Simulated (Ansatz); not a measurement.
The relaxed structure here is a generated cell of Cu: the first start was made by a random draw of sites in a space group, and the end was not matched to a known phase here, so it may be hypothetical. Known forms of Cu include space group No. 225.

One stationary structure of Cu. Space group P6/mmm (No. 191), AFLOW prototype A_hP1_191_a (A_f, as in Sn). Calculation: PBE (plane waves to 420 eV, PAW, scalar-relativistic; Ansatz, a first-principles code).

```xyz
1
Lattice="2.4881 0.0000 0.0000 -1.2440 2.1547 0.0000 0.0000 0.0000 2.4262" Properties=species:S:1:pos:R:3 pbc="T T T"
Cu     0.0000     0.0000     1.2131
```

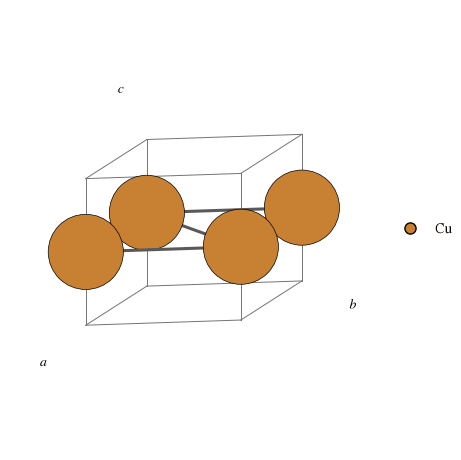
The conventional cell of the relaxed structure

```yaml
volume_per_atom: 13.01 Å³
density: 8.11 g/cm³
band_gap: no gap (metallic)
shortest_distances: Cu–Cu 2.43 Å
k-mesh: 21×21×19
```

No spin polarisation in the result.

The run could not lose the symmetry of its start: the end is stationary, and may be a saddle point rather than a minimum.
